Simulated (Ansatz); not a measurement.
## Run report: Ge$_{2}$NH$_{7}$Cl, geometry relaxation

System: Ge$_{2}$NH$_{7}$Cl, multiplicity 2.
Method: UKS PBE/def2-SVP (Ansatz 0.2.0).

The input holds or restrains some coordinates. It belongs to a series of runs on one base structure; here: pulled along the bonds that form and break, towards end A. Figures and captions count atoms from 1; the log counts them from 0 in places.

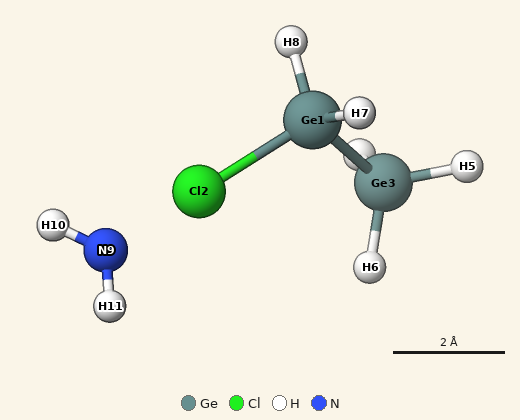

*The starting structure (ball-and-stick view, seen at a tilt; atoms are numbered from 1 in the order of the input). Sticks mark near contacts.*

Bond lengths as drawn: Cl–Ge 2.47 Å, Ge–Ge 2.40 Å, Ge–H 1.55 Å and H–N 1.06 Å.

Results in brief:

- outcome: converged under the restraints of the input
- total energy: −127118.1037 eV
- mean-field energy: −127118.1037 eV
- ⟨S²⟩: 0.752
- largest force (length of the vector) at the end, held atoms and coordinates included: 0.254 eV/Å
- hardware: 4 threads of Intel Xeon (Sapphire Rapids), 32 GiB of memory available, shared host
- wall time: 27 s (CPU time 98 s)
- peak memory: 0.36 GiB

Input:
```yaml
crystal:
  periodic: [false, false, false]
  atoms:
    - { symbol: Ge, position_ang: [0.0, 0.0, 0.0] }
    - { symbol: Cl, position_ang: [0.0, 0.0, 2.47] }
    - { symbol: Ge, position_ang: [2.2632, 0.0, -0.7992] }
    - { symbol: H, position_ang: [2.7487, -1.4611, -0.9782] }
    - { symbol: H, position_ang: [2.3309, 0.7367, -2.1612] }
    - { symbol: H, position_ang: [3.1736, 0.7244, 0.225] }
    - { symbol: H, position_ang: [-0.73, 1.2648, -0.5162] }
    - { symbol: H, position_ang: [-0.73, -1.2648, -0.5162] }
    - { symbol: "N", position_ang: [0.0, 0.0, 4.5] }
    - { symbol: H, position_ang: [-0.496, -0.7725, 5.03] }
    - { symbol: H, position_ang: [0.496, 0.7725, 5.03] }
magnetization:
  spin_polarized: true
  initial_magnetization: 1
basis:
  gaussian: { orbitals: def2-SVP }
hamiltonian:
  xc: pbe
relax:
  f_tol: 0.15
  max_steps: 25
  restrain:
    - { distance: [1, 8], at: 2.93, k: 30.0 }
    - { distance: [0, 1], at: 2.22, k: 30.0 }
output:
  orbitals: {}
```

Launched with:
```bash
ansatz run input.yaml --threads 4 --pin off --max-ram 5120MiB --backend cpu --events-out ev --progress --plain --runs-dir out
```

What the program printed:
```
The last accepted step is kept in [file] (removed where the run ends without a failure and the disk answers)
Engine: ansatz 0.2.0, x86_64-unknown-linux-gnu
Functional definition: PBE
  parameter kappa = 0.804
  parameter beta = 0.06672455060314922
  exchange = pbe_x(kappa = kappa, mu = beta*pi^2/3)
  correlation = pbe_c(beta = beta)
1475 factors; their error is unknown
mean field evaluation 1: about -127107.2293 eV, gradient 4.7e1 eV
mean field evaluation 2: about -127009.3440 eV, gradient 1.1e2 eV
mean field evaluation 4: about -127114.9939 eV, gradient 1.5e1 eV
mean field evaluation 8: about -127116.6511 eV, gradient 2.0e0 eV
mean field evaluation 16: about -127116.6842 eV, gradient 2.2e-1 eV
mean field evaluation 32: about -127116.5929 eV, gradient 6.1e-5 eV
mean field -127116.59293510 eV, -4671.4486276437 hartree, gradient 3.1e-6 eV, S^2 0.753452; 4 other end points of the search recorded, 0 dependent functions left out
the calculation of the forces begins
reference -127116.59298419 eV, -4671.4486294477 hartree; 48, 47 occupied and 83, 84 virtual orbitals, 1475 factors
relax step   1: F+E_penalty+E_count = -127116.59293510 eV  Δ(F+E_penalty+E_count) = +0.000e0 eV  max|allowed force component| = 3.070e0 eV/Å  E_restraint = 13.08750000 eV  max|allowed force component, restraints' pulls added| = 3.757e1 eV/Å  Δτ_max = 0.0000 Å  (146 SCF iters, accepted)
  distance Cl 1 - N 8 = 2.0300 Å
  distance Ge 0 - Cl 1 = 2.4700 Å
these checks for a lower state are left out or cut short: starts, cluster_reference, orbital_swaps, neighbouring_geometries, increment
1475 factors; their error is unknown
mean field evaluation 64: about -127117.2109 eV, gradient 2.7e-1 eV
mean field -127117.21253469 eV, -4671.4713975087 hartree, gradient 1.1e-5 eV, S^2 0.753711; 0 other end points of the search recorded, 0 dependent functions left out
[... from here on the field's lines of each further geometry are left out, up to the last ...]
relax step   2: F+E_penalty+E_count = -127117.21253469 eV  Δ(F+E_penalty+E_count) = -6.196e-1 eV  max|allowed force component| = 1.750e0 eV/Å  E_restraint = 5.13073547 eV  max|allowed force component, restraints' pulls added| = 2.062e1 eV/Å  Δτ_max = 0.1911 Å  (45 SCF iters, accepted)
relax step   3: F+E_penalty+E_count = -127117.20187044 eV  Δ(F+E_penalty+E_count) = +1.066e-2 eV  max|allowed force component| = 3.216e0 eV/Å  E_restraint = 1.07202644 eV  max|allowed force component, restraints' pulls added| = 4.526e0 eV/Å  Δτ_max = 0.1909 Å  (39 SCF iters, accepted)
relax step   4: F+E_penalty+E_count = -127117.47816770 eV  Δ(F+E_penalty+E_count) = -2.763e-1 eV  max|allowed force component| = 2.774e0 eV/Å  E_restraint = 0.03131042 eV  max|allowed force component, restraints' pulls added| = 1.477e0 eV/Å  Δτ_max = 0.1987 Å  (34 SCF iters, accepted)
relax step   5: F+E_penalty+E_count = -127117.87310249 eV  Δ(F+E_penalty+E_count) = -3.949e-1 eV  max|allowed force component| = 1.065e0 eV/Å  E_restraint = 0.00632476 eV  max|allowed force component, restraints' pulls added| = 1.065e0 eV/Å  Δτ_max = 0.1914 Å  (35 SCF iters, accepted)
relax step   6: F+E_penalty+E_count = -127118.00621911 eV  Δ(F+E_penalty+E_count) = -1.331e-1 eV  max|allowed force component| = 4.016e-1 eV/Å  E_restraint = 0.00148979 eV  max|allowed force component, restraints' pulls added| = 5.468e-1 eV/Å  Δτ_max = 0.1373 Å  (36 SCF iters, accepted)
relax step   7: F+E_penalty+E_count = -127118.04029623 eV  Δ(F+E_penalty+E_count) = -3.408e-2 eV  max|allowed force component| = 4.399e-1 eV/Å  E_restraint = 0.00133026 eV  max|allowed force component, restraints' pulls added| = 4.331e-1 eV/Å  Δτ_max = 0.2000 Å  (34 SCF iters, accepted)
relax step   8: F+E_penalty+E_count = -127118.07976765 eV  Δ(F+E_penalty+E_count) = -3.947e-2 eV  max|allowed force component| = 2.351e-1 eV/Å  E_restraint = 0.00079386 eV  max|allowed force component, restraints' pulls added| = 6.351e-2 eV/Å  Δτ_max = 0.1206 Å  (32 SCF iters, accepted)
relax step   9: F+E_penalty+E_count = -127118.04266069 eV  Δ(F+E_penalty+E_count) = +3.711e-2 eV  max|allowed force component| = 1.376e0 eV/Å  E_restraint = 0.00041882 eV  max|allowed force component, restraints' pulls added| = 1.374e0 eV/Å  Δτ_max = 0.1950 Å  (36 SCF iters, rejected (line search))
relax step  10: F+E_penalty+E_count = -127118.08701613 eV  Δ(F+E_penalty+E_count) = -7.248e-3 eV  max|allowed force component| = 2.216e-1 eV/Å  E_restraint = 0.00034587 eV  max|allowed force component, restraints' pulls added| = 1.610e-1 eV/Å  Δτ_max = 0.0957 Å  (31 SCF iters, accepted)
relax step  11: F+E_penalty+E_count = -127118.09109792 eV  Δ(F+E_penalty+E_count) = -4.082e-3 eV  max|allowed force component| = 3.787e-1 eV/Å  E_restraint = 0.00028639 eV  max|allowed force component, restraints' pulls added| = 3.787e-1 eV/Å  Δτ_max = 0.0965 Å  (32 SCF iters, accepted)
relax step  12: F+E_penalty+E_count = -127118.10093697 eV  Δ(F+E_penalty+E_count) = -9.839e-3 eV  max|allowed force component| = 1.835e-1 eV/Å  E_restraint = 0.00067768 eV  max|allowed force component, restraints' pulls added| = 6.829e-2 eV/Å  Δτ_max = 0.1500 Å  (31 SCF iters, accepted)
relax step  13: F+E_penalty+E_count = -127118.10330612 eV  Δ(F+E_penalty+E_count) = -2.369e-3 eV  max|allowed force component| = 2.984e-1 eV/Å  E_restraint = 0.00495086 eV  max|allowed force component, restraints' pulls added| = 5.191e-1 eV/Å  Δτ_max = 0.1952 Å  (31 SCF iters, rejected (line search))
relax step  14: F+E_penalty+E_count = -127118.10266421 eV  Δ(F+E_penalty+E_count) = -1.727e-3 eV  max|allowed force component| = 2.191e-1 eV/Å  E_restraint = 0.00033397 eV  max|allowed force component, restraints' pulls added| = 1.767e-1 eV/Å  Δτ_max = 0.0934 Å  (32 SCF iters, accepted)
the calculation of the forces begins
reference -127118.10367365 eV, -4671.5041462613 hartree; 48, 47 occupied and 83, 84 virtual orbitals, 1475 factors
relax step  15: F+E_penalty+E_count = -127118.10362767 eV  Δ(F+E_penalty+E_count) = -9.635e-4 eV  max|allowed force component| = 2.389e-1 eV/Å  E_restraint = 0.00037589 eV  max|allowed force component, restraints' pulls added| = 1.426e-1 eV/Å  Δτ_max = 0.0965 Å  (32 SCF iters, accepted)
  distance Cl 1 - N 8 = 2.9347 Å
  distance Ge 0 - Cl 1 = 2.2184 Å
```

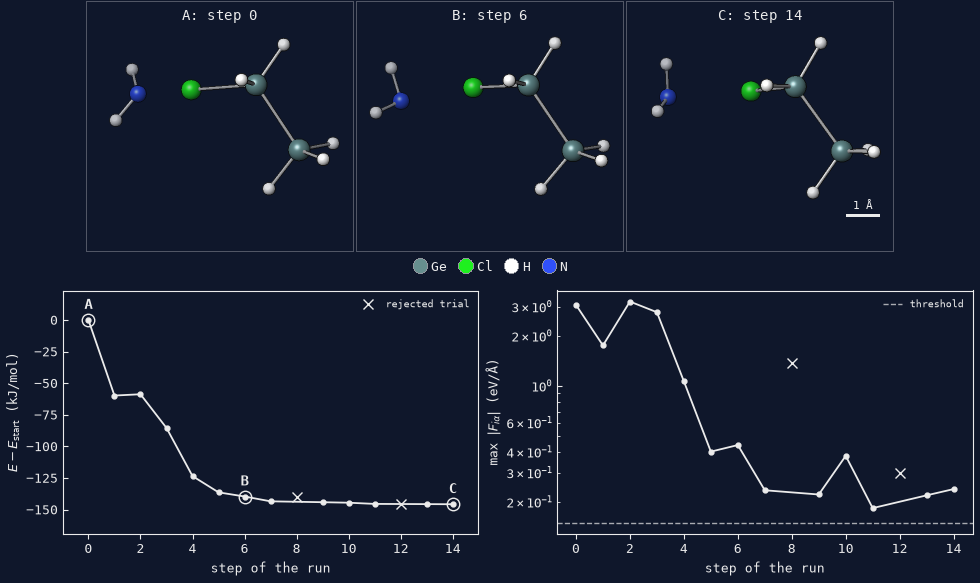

*Frames of the restrained relaxation (ball-and-stick view, seen at a tilt) above the curves, on which the letters mark them (the first geometry is step 0 here and step 1 in the log).*

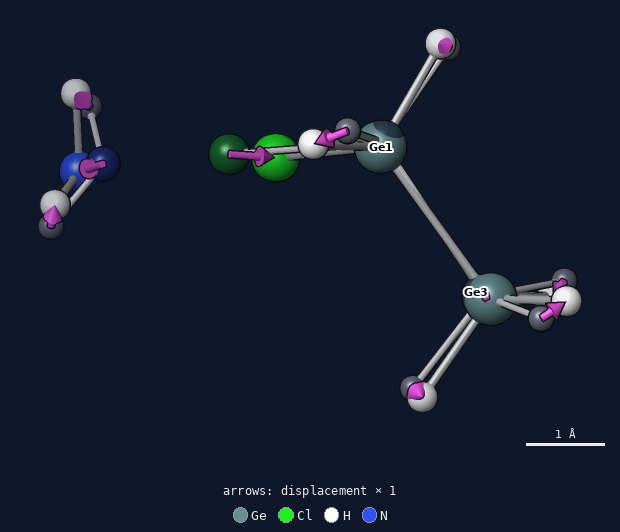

*Start (faint) and end (solid) with the displacements as pink arrows, at true length (ball-and-stick view, seen at a tilt). The two geometries are laid on each other by the best rigid fit.*

The largest move after the best rigid fit is that of Cl2, 0.68 Å. By element the largest moves are Cl 0.68 Å, N 0.66 Å, H 0.52 Å, Ge 0.11 Å. Among the contacts that change: Ge1–Cl2 2.470 → 2.218 Å, Ge1–Ge3 2.400 → 2.440 Å, N9–H10 1.060 → 1.047 Å, Ge1–H7 1.549 → 1.556 Å. Among the angles that change: H10–N9–H11 120.0° → 99.6°, Cl2–Ge1–Ge3 109.4° → 105.0°, Ge3–Ge1–H7 109.5° → 113.4°. Over 14 geometry steps the energy falls by 145.8 kJ/mol. Largest force component: 3.1 eV/Å at the start, 0.24 eV/Å at the end. The line search rejected the trial steps at points 8, 12 (counted from 0) and went back. (Atoms are counted from 1 in the order of the input.)

```
1475 factors; their error is unknown
mean field -127118.10362767 eV, -4671.5041445714 hartree, gradient 2.7e-5 eV, S^2 0.752482; 1 other end points of the search recorded, 0 dependent functions left out
the calculation of the forces begins
reference -127118.10367365 eV, -4671.5041462613 hartree; 48, 47 occupied and 83, 84 virtual orbitals, 1475 factors
Total energy: -127118.10367365 eV, -4671.5041462613 hartree
Atom 0 at     0.049028     0.018664     0.045229 Å, force     0.075969    -0.076539     0.129222 eV/Å
Atom 1 at     0.324267    -0.533412     2.176150 Å, force    -0.052743     0.067868    -0.238903 eV/Å
Atom 2 at     2.297896     0.020594    -0.901788 Å, force     0.008832     0.028107    -0.029746 eV/Å
Atom 3 at     2.916692    -1.393815    -0.780578 Å, force    -0.017320     0.006760     0.007609 eV/Å
Atom 4 at     2.234530     0.427250    -2.399868 Å, force     0.009442    -0.003614     0.009869 eV/Å
Atom 5 at     3.173535     1.040164    -0.130663 Å, force    -0.014325    -0.011948    -0.008902 eV/Å
Atom 6 at    -0.645644     1.409785    -0.008207 Å, force     0.007393    -0.043605     0.060654 eV/Å
Atom 7 at    -0.881971    -1.060757    -0.574190 Å, force    -0.006031     0.022813     0.027175 eV/Å
Atom 8 at     0.195332    -0.246127     5.093956 Å, force    -0.045353     0.134344    -0.000982 eV/Å
Atom 9 at    -0.815041    -0.456601     4.916390 Å, force     0.028255     0.002342     0.008912 eV/Å
Atom 10 at     0.207776     0.774256     4.847569 Å, force     0.005880    -0.126528     0.035091 eV/Å
Dipole moment:    -0.232774     0.308538    -0.569028 e Å
```

Trajectory as extended XYZ (Å, eV, eV/Å), 10 of the 15 frames kept, from step=1 to step=15:
```
11
Properties=species:S:1:pos:R:3:forces:R:3 step=1 energy=-127116.59293
Ge    0.0000    0.0000    0.0000   -0.4543   0.1532   1.1021
Cl    0.0000    0.0000    2.4700    0.2459  -0.1600  -3.0698
Ge    2.2632    0.0000   -0.7992    0.2421  -0.0211   0.0365
H     2.7487   -1.4611   -0.9782    0.0817   0.0001  -0.0150
H     2.3309    0.7367   -2.1612    0.0837   0.0159  -0.0662
H     3.1736    0.7244    0.2250    0.0785   0.0074  -0.0514
H    -0.7300    1.2648   -0.5162   -0.1260   0.0986  -0.1032
H    -0.7300   -1.2648   -0.5162   -0.1449  -0.0927  -0.0488
N     0.0000    0.0000    4.5000    0.8344  -0.5443   2.1123
H    -0.4960   -0.7725    5.0300    0.2167   1.2496   0.0518
H     0.4960    0.7725    5.0300   -1.0577  -0.7067   0.0516
11
Properties=species:S:1:pos:R:3:forces:R:3 step=3 energy=-127117.20187
Ge   -0.0004   -0.0008   -0.0487   -0.1835   0.0403  -0.5704
Cl   -0.0073    0.0026    2.0883   -0.0140  -0.0287   0.6096
Ge    2.2719   -0.0002   -0.8012    0.2601  -0.0067  -0.1441
H     2.7527   -1.4617   -0.9792    0.0963  -0.0099  -0.0234
H     2.3343    0.7365   -2.1636    0.1217  -0.0070  -0.0701
H     3.1770    0.7251    0.2237    0.0380   0.0145  -0.0182
H    -0.7374    1.2710   -0.5168   -0.1526   0.1236  -0.1205
H    -0.7376   -1.2706   -0.5182   -0.1644  -0.1277  -0.1319
N     0.0059   -0.0037    4.7641    0.0902  -0.0578  -3.2162
H    -0.5033   -0.7809    5.1177   -0.4299  -0.5691   1.8418
H     0.5006    0.7828    5.1178    0.3379   0.6285   1.8434
11
Properties=species:S:1:pos:R:3:forces:R:3 step=4 energy=-127117.47817
Ge   -0.0289    0.0034   -0.1835    0.0271  -0.0072   0.5271
Cl   -0.0171   -0.0080    2.0216   -0.0349  -0.0111  -0.2092
Ge    2.3006   -0.0010   -0.8490    0.0427   0.0078  -0.0819
H     2.7944   -1.4613   -1.0047    0.0420  -0.0026  -0.0282
H     2.3939    0.7348   -2.2095    0.1378  -0.0087  -0.0889
H     3.1858    0.7251    0.1959   -0.0538   0.0100  -0.0252
H    -0.7814    1.2856   -0.6122   -0.0763   0.0385  -0.1120
H    -0.7821   -1.2776   -0.6138   -0.0857  -0.0259  -0.1368
N     0.0152   -0.0118    4.9082    0.2228  -0.1388  -2.7741
H    -0.5152   -0.7785    5.3148    0.0131   0.2618   1.4645
H     0.4912    0.7893    5.3162   -0.2349  -0.1239   1.4646
11
Properties=species:S:1:pos:R:3:forces:R:3 step=6 energy=-127118.00622
Ge   -0.0369    0.0124   -0.2022    0.0833  -0.0204   0.4016
Cl    0.0623   -0.1001    2.0072   -0.0839   0.0076  -0.2668
Ge    2.3115   -0.0020   -0.8747   -0.0434   0.0228  -0.1084
H     2.8269   -1.4606   -0.9942   -0.0141   0.0274   0.0233
H     2.4156    0.6835   -2.2618    0.0859   0.0008  -0.0718
H     3.1836    0.7776    0.1430   -0.0758  -0.0181  -0.0127
H    -0.8064    1.3147   -0.5760    0.0425  -0.0624   0.0017
H    -0.8306   -1.2377   -0.6771   -0.0003   0.0485  -0.0357
N     0.2234   -0.1525    4.9406    0.3900  -0.3282  -0.2982
H    -0.5912   -0.6203    5.3935   -0.0799   0.3050   0.1653
H     0.2983    0.7852    5.3857   -0.3043   0.0171   0.2017
11
Properties=species:S:1:pos:R:3:forces:R:3 step=7 energy=-127118.04030
Ge    0.0135    0.0058   -0.0880   -0.1667   0.0077  -0.0366
Cl    0.0204   -0.1491    2.1174    0.0866   0.0008  -0.3264
Ge    2.2988    0.0109   -0.9382    0.1440  -0.0536   0.1406
H     2.8270   -1.4460   -0.9765    0.0218   0.0094   0.0051
H     2.4394    0.6270   -2.3599   -0.1225  -0.0109   0.0740
H     3.1390    0.8376    0.0643    0.0837   0.0216  -0.0305
H    -0.7351    1.3131   -0.4615   -0.0337   0.0605   0.0690
H    -0.8065   -1.1973   -0.6301   -0.0146  -0.0306   0.0613
N     0.3183   -0.2390    5.0286   -0.4399   0.3058   0.3172
H    -0.6733   -0.5404    5.2296    0.2713  -0.0650  -0.1249
H     0.2148    0.7773    5.2983    0.1700  -0.2457  -0.1488
11
Properties=species:S:1:pos:R:3:forces:R:3 step=9 energy=-127118.04266 accepted=F
Ge    0.0091    0.0216   -0.0275    0.0187   0.0016   0.0946
Cl    0.1507   -0.2390    2.1674   -0.0075   0.0023  -0.2565
Ge    2.2988    0.0108   -0.8782    0.0178   0.0131   0.0020
H     2.8554   -1.4347   -0.8451    0.0038   0.0136   0.0165
H     2.3345    0.5339   -2.3417   -0.0219  -0.0138   0.0316
H     3.1664    0.9318    0.0157   -0.0043  -0.0147  -0.0193
H    -0.7329    1.3636   -0.2814    0.0040  -0.0046   0.0394
H    -0.8515   -1.1540   -0.5667   -0.0055  -0.0001   0.0328
N     0.3245   -0.2962    5.0904   -1.3764   1.0426  -0.2066
H    -0.7287   -0.5157    4.9677    1.1018   0.0532   0.1416
H     0.2301    0.7779    4.9834    0.2696  -1.0932   0.1239
11
Properties=species:S:1:pos:R:3:forces:R:3 step=10 energy=-127118.08702
Ge    0.0076    0.0229   -0.0697    0.0119   0.0058   0.2073
Cl    0.1531   -0.2363    2.1257   -0.0093   0.0022  -0.2216
Ge    2.3065    0.0085   -0.8913   -0.0134   0.0153  -0.0198
H     2.8583   -1.4386   -0.8603    0.0039   0.0105   0.0140
H     2.3463    0.5384   -2.3509    0.0076  -0.0101   0.0041
H     3.1708    0.9231    0.0118   -0.0117  -0.0110  -0.0159
H    -0.7366    1.3666   -0.3141    0.0158  -0.0218   0.0071
H    -0.8540   -1.1572   -0.5967   -0.0022   0.0087  -0.0024
N     0.2985   -0.2683    5.0534    0.0433   0.1379   0.0787
H    -0.7112   -0.5375    5.0926   -0.0292   0.0235  -0.0221
H     0.2170    0.7785    5.0835   -0.0167  -0.1610  -0.0293
11
Properties=species:S:1:pos:R:3:forces:R:3 step=12 energy=-127118.10094
Ge    0.0303    0.0194   -0.0072    0.0109  -0.0298   0.1327
Cl    0.2456   -0.4122    2.1532   -0.0127   0.0256  -0.1835
Ge    2.3017    0.0171   -0.8987   -0.0097   0.0046  -0.0074
H     2.8821   -1.4152   -0.8077    0.0028   0.0003   0.0036
H     2.2982    0.4782   -2.3812   -0.0010  -0.0041   0.0002
H     3.1688    0.9868   -0.0597    0.0011   0.0036  -0.0047
H    -0.6929    1.3900   -0.1319    0.0134  -0.0143   0.0243
H    -0.8754   -1.1016   -0.5873    0.0032   0.0089   0.0002
N     0.2537   -0.2519    5.0810   -0.0095   0.0094   0.0518
H    -0.7586   -0.4951    4.9779   -0.0065  -0.0066  -0.0066
H     0.2030    0.7843    4.9456    0.0080   0.0023  -0.0107
11
Properties=species:S:1:pos:R:3:forces:R:3 step=13 energy=-127118.10331 accepted=F
Ge    0.0551    0.0037    0.0326   -0.0559   0.0679   0.2635
Cl    0.3283   -0.5659    2.1648   -0.0290   0.0298  -0.2984
Ge    2.3021    0.0225   -0.9178    0.0203   0.0241  -0.0117
H     2.9124   -1.3945   -0.7825   -0.0030   0.0121  -0.0065
H     2.2541    0.4269   -2.4177   -0.0041  -0.0120   0.0276
H     3.1711    1.0426   -0.1385   -0.0214  -0.0220  -0.0159
H    -0.6438    1.4022    0.0567    0.0688  -0.1477  -0.0351
H    -0.8931   -1.0540   -0.6056    0.0330   0.0431   0.0486
N     0.1972   -0.2287    5.0903   -0.1060   0.0572   0.0101
H    -0.8119   -0.4543    4.9149    0.0844   0.0111   0.0137
H     0.1849    0.7994    4.8869    0.0128  -0.0635   0.0039
11
Properties=species:S:1:pos:R:3:forces:R:3 step=15 energy=-127118.10363
Ge    0.0490    0.0187    0.0452    0.0760  -0.0765   0.1292
Cl    0.3243   -0.5334    2.1761   -0.0527   0.0679  -0.2389
Ge    2.2979    0.0206   -0.9018    0.0088   0.0281  -0.0297
H     2.9167   -1.3938   -0.7806   -0.0173   0.0068   0.0076
H     2.2345    0.4273   -2.3999    0.0094  -0.0036   0.0099
H     3.1735    1.0402   -0.1307   -0.0143  -0.0119  -0.0089
H    -0.6456    1.4098   -0.0082    0.0074  -0.0436   0.0607
H    -0.8820   -1.0608   -0.5742   -0.0060   0.0228   0.0272
N     0.1953   -0.2461    5.0940   -0.0454   0.1343  -0.0010
H    -0.8150   -0.4566    4.9164    0.0283   0.0023   0.0089
H     0.2078    0.7743    4.8476    0.0059  -0.1265   0.0351
```

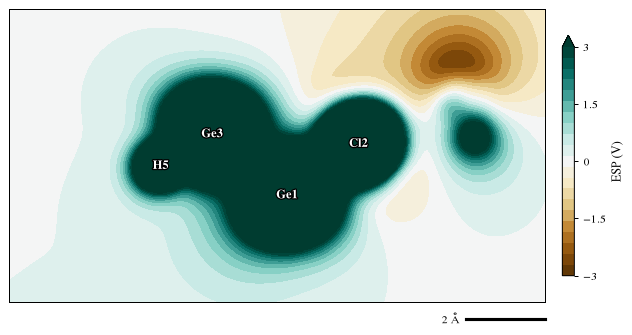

*Molecular electrostatic potential on the plane of atoms Cl2, Ge1 and Ge3.*

The section cuts through Ge, Cl and H sites.

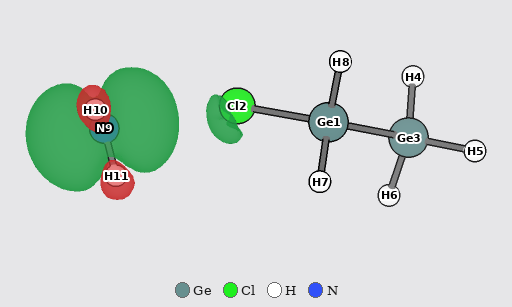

*Isosurfaces of the spin density at +0.01 (green) and −0.01 e/Å³ (red), seen from the side.*

The unpaired spin (1 electron) lies mostly on N9 (about 0.9), in electrons by Hirshfeld's partition.
